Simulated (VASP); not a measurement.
Shape and ions are relaxed at each volume.

Energy against volume of TiB2 (AlB2 type). Level of theory: SCAN meta-GGA, VASP's PBE PAW potentials (set 64) (plane waves; VASP).

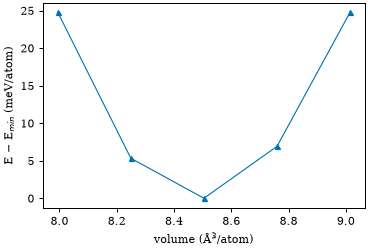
*Energy against volume*

### Question
Estimate the equilibrium volume and the bulk modulus.

### Answer
The minimum lies near 8.5 Å³/atom, and the curvature gives B0 of about 260 GPa.

Measured: bulk modulus 240 GPa (computed value off by +8.4 %), as given by Synthesis of Binary Transition Metal Nitrides, Carbides and Borides from the Elements in the Laser-Heated Diamond …. The calculation is for a static lattice, while the measured bulk modulus holds thermal and zero-point effects, which are part of the difference.

The compound is TiB2 in the AlB2 type structure. It was relaxed first.
